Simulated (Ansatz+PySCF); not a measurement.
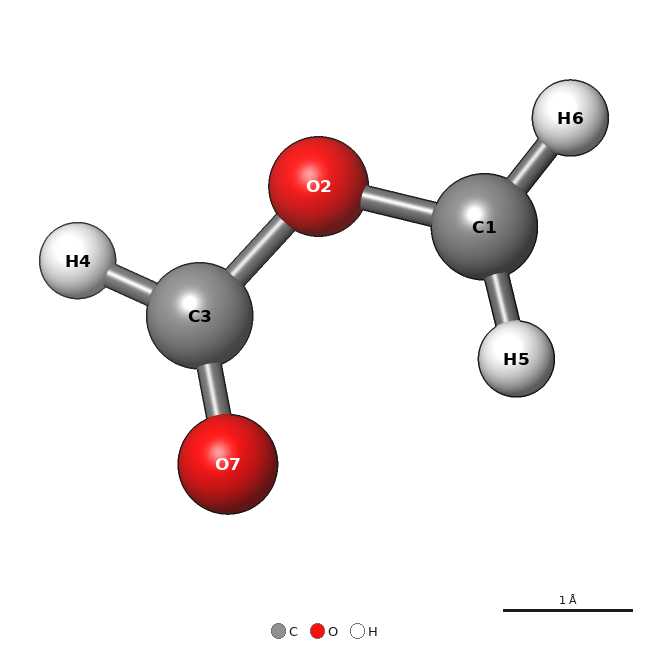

State: neutral, doublet. Geometry: a fixed input geometry, not necessarily a minimum. Basis: cc-pVTZ. Computed at fixed atoms with Ansatz. R, U and RO name restricted, unrestricted and restricted open-shell orbitals; core potentials come with def2 and Stuttgart sets past Kr, some runs use density fitting (about 1 meV), and each entry rests on the lowest determinant that the runs found.

```xyz
7
charge 0, multiplicity 2
C     0.0000    0.0210   -1.1819
O     0.0000    0.7325   -0.0162
C     0.0000    0.0481    1.1636
H     0.0000    0.7646    1.9663
H     0.0000   -1.0555   -1.1369
H     0.0000    0.6318   -2.0677
O     0.0000   -1.1426    1.2727
```

Give total energies (hartree), correlation energies and ⟨S²⟩ of the determinant for RO-MP2 (4 frozen); U-MP2 (4 frozen).

```csv
method,energy (Eh),correlation (mEh),⟨S²⟩
U-MP2 (4 frozen),-228.0065,-763.6,0.76
RO-MP2 (4 frozen),-228.0073,-769.5,0.75
```
